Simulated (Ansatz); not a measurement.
# Calculations on C3H5ClO

Part 1: Relaxation

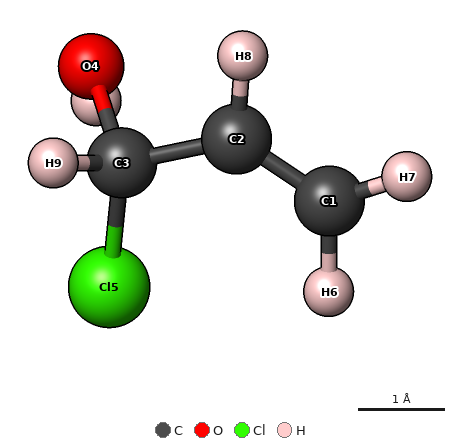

This is the input geometry for a relaxation of C3H5ClO. Style: ball-and-stick. Shown at a tilt.

The run prepares an end point of a later path (torsion) calculation, from a guessed geometry.

Method: Ansatz, RKS PBE0/def2-SVP.

The input:
```yaml
crystal:
  periodic: [false, false, false]
  atoms:
    - { symbol: C, position_ang: [-1.0683, -0.7604, -0.9714] }
    - { symbol: C, position_ang: [-0.4185, -0.5798, 0.151] }
    - { symbol: C, position_ang: [0.3291, 0.6036, 0.635] }
    - { symbol: O, position_ang: [1.7468, 0.1652, 0.9354] }
    - { symbol: Cl, position_ang: [0.5189, 1.9274, -0.5187] }
    - { symbol: H, position_ang: [-1.2038, 0.0919, -1.7219] }
    - { symbol: H, position_ang: [-1.6026, -1.6457, -1.1982] }
    - { symbol: H, position_ang: [-0.3515, -1.4129, 0.8222] }
    - { symbol: H, position_ang: [-0.0823, 1.0055, 1.6108] }
    - { symbol: H, position_ang: [2.2152, 0.554, 0.2588] }
basis:
  gaussian: { orbitals: def2-SVP }
hamiltonian:
  xc: pbe0
relax:
  f_tol: 0.015
  max_steps: 40
```

Command:
```bash
ansatz run input.yaml --threads 2 --pin off --max-ram 3072MiB --backend cpu --events-out ev --progress --plain --runs-dir out
```

Predict the outcome.

Answer. Over 13 geometry steps the energy falls by 0.643 eV. The largest force component goes from 4.3 to 0.013 eV/Å. The largest move after the best rigid fit is that of H10, 0.60 Å. Largest moves by element: H 0.60 Å, Cl 0.29 Å, O 0.24 Å, C 0.08 Å. Near-neighbour distances that change, for instance: C3–O4 1.514 → 1.373 Å, C3–Cl5 1.766 → 1.824 Å, O4–H10 0.910 → 0.966 Å, C1–H6 1.144 → 1.093 Å. Among the angles between lasting bonds that change: O4–C3–Cl5 104.2° → 111.4°, C3–O4–H10 102.2° → 108.0°, Cl5–C3–H9 109.6° → 104.0°. Groups turn about C3–O4 by about 55°.

Step by step:

```
step  E − E(0), eV  largest force component, eV/Å
   0        0.0000                         4.2786
   1       -0.3686                         1.8375
   2       -0.4603                         1.1543
   3       -0.5519                         0.7463
   4       -0.5933                         0.5712
   5       -0.6208                         0.2302
   6       -0.6286                         0.8690
   7       -0.6389                         0.3425
   8       -0.6420                         0.0947
   9       -0.6429                         0.0766
  10       -0.6432                         0.0465
  11       -0.6432                         0.0312
  12       -0.6434                         0.0197
  13       -0.6435                         0.0129
```

The structure at the end:

```xyz
10

C    -1.0299   -0.6942   -0.9730
C    -0.3386   -0.5604    0.1564
C     0.3818    0.6599    0.6534
O     1.6909    0.3940    0.9691
Cl    0.2504    2.0445   -0.5260
H    -1.1417    0.1438   -1.6658
H    -1.5045   -1.6443   -1.2306
H    -0.2335   -1.4070    0.8467
H    -0.0932    1.0439    1.5679
H     2.1014   -0.0315    0.2049
```

The end point in the same view:

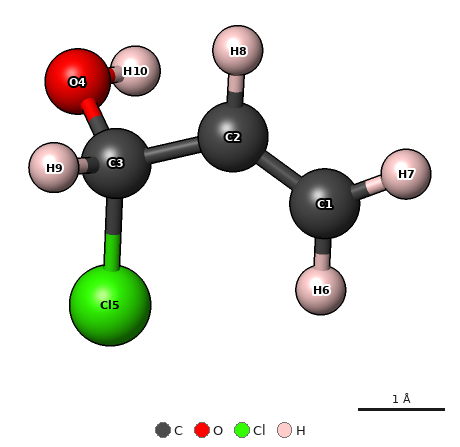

Part 2: Relaxation

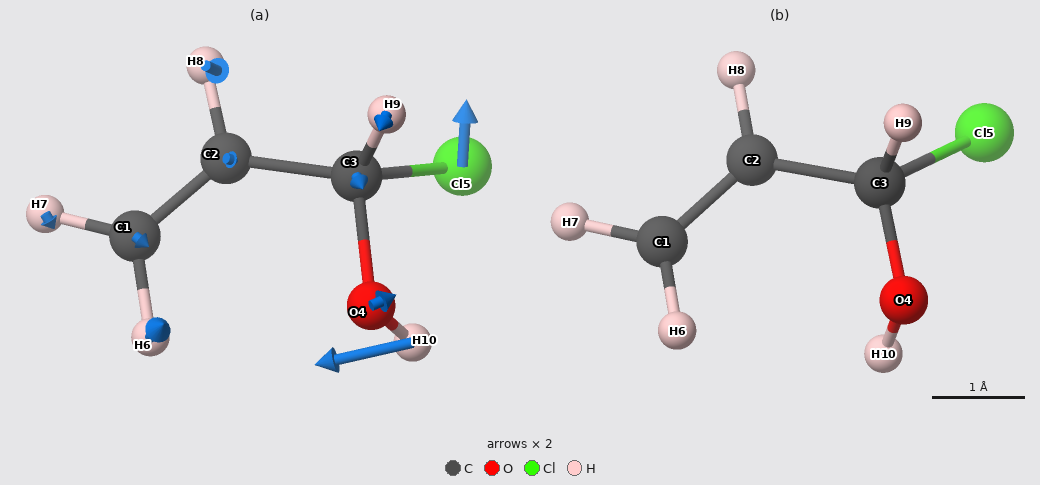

The structure of C₃H₅ClO before (left) and after (right) a relaxation, at one scale. The blue arrows give the displacements, magnified 2 times.

Style: ball-and-stick. Shown at a tilt.

The run prepares an end point of a later path (torsion) calculation, from a guessed geometry.

Theory: RKS PBE0/def2-SVP in Ansatz 0.2.0. Set-up: no spin polarisation; force threshold 0.015 eV/Å; at most 40 steps.

Question: Describe what moved and what it gained.

Answer: The atom that moves furthest after the best rigid fit is H10 (0.56 Å). Largest moves by element: H 0.56 Å, Cl 0.37 Å, O 0.16 Å, C 0.11 Å. Some distances before and after: C3–O4 1.514 → 1.363 Å, C3–Cl5 1.766 → 1.840 Å, O4–H10 0.910 → 0.967 Å, C1–H6 1.144 → 1.094 Å. Bond angles that change, for instance: C2–C3–Cl5 116.1° → 107.0°, C2–C3–O4 107.8° → 115.3°, O4–C3–Cl5 104.2° → 111.3°. Groups turn about C3–O4 by about 50°. Over 12 accepted moves (14 points after the start) the energy falls by 69.5 kJ/mol. Largest force component: 4.1 eV/Å at the start, 0.01 eV/Å at the end. The line search rejected the trial steps at points 6, 13 of the run. The run took 41 s on 2 threads of Arm Neoverse V1, with other jobs on the host, peak memory 0.21 GiB.

Part 3: Path

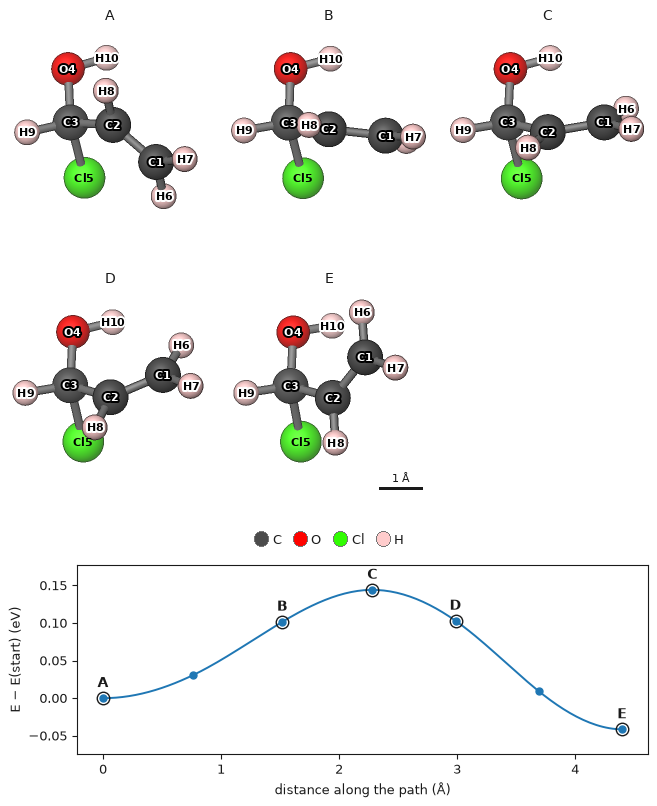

A nudged-elastic-band calculation for C3H5ClO. Images are numbered from 0 (start) to 6 (end). Frames A to E are images 0, 2, 3, 4, 6. A ball-and-stick model, seen from a free direction.

The calculation used Ansatz, RKS PBE0/def2-SVP. Set-up: 5 movable images; climbing image; force threshold 0.05 eV/Å; iteration limit 60; starting path through a guess of the saddle point.

**Describe the mechanism and the energy profile.**

The motion is a rotation about the C2–C3 bond by about 135°. No bond forms or breaks between the ends. Bond angles that change up to the highest image, for instance: C3–C2–H8 111.9° → 115.9°, C1–C2–C3 127.7° → 124.1°. The highest point, image 3, lies 0.144 eV above the start and 0.186 eV above the end; the end is at −0.042 eV relative to the start. The band is converged. At the top, the vibrational analysis gives one imaginary mode (133i cm⁻¹), as a transition state must have.
